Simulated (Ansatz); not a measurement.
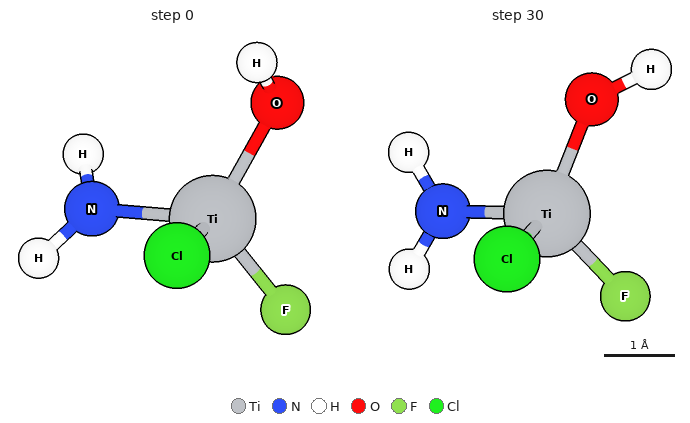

The structure of TiNH$_{3}$OClF before (left) and after (right) a relaxation, at one scale.

A ball-and-stick model, seen from a free direction.

The run prepares the start of a later molecular dynamics calculation, from a guessed geometry.

Theory: RKS PBE-D4/def2-SVP (Ansatz). (no spin polarisation; force threshold 0.02 eV/Å; at most 40 steps)

> Describe what moved and what it gained.

The largest move after the best rigid fit is that of an H atom, 0.85 Å. Largest moves by element: H 0.85 Å, O 0.48 Å, F 0.27 Å, Cl 0.25 Å, Ti 0.19 Å, N 0.12 Å. Near-neighbour distances that change, for instance: N–Ti 2.060 → 1.861 Å, O–Ti 1.920 → 1.774 Å, Cl–Ti 2.368 → 2.230 Å, F–Ti 1.829 → 1.759 Å. Bond angles that change, for instance: Ti–O–H 109.5° → 137.8°, H–N–H 120.0° → 110.7°, Ti–N–H 120.0° → 124.9°. Groups turn about O–Ti by about 120°, N–Ti by about 30°. Over 23 accepted moves (30 points after the start) the energy falls by 0.962 eV. The largest force component goes from 2.4 to 0.0092 eV/Å. The line search rejected the trial steps at points 6, 11, 17, 19, 24, 26, 29 of the run. The forces were under the threshold at step 25, but the run went on from there.
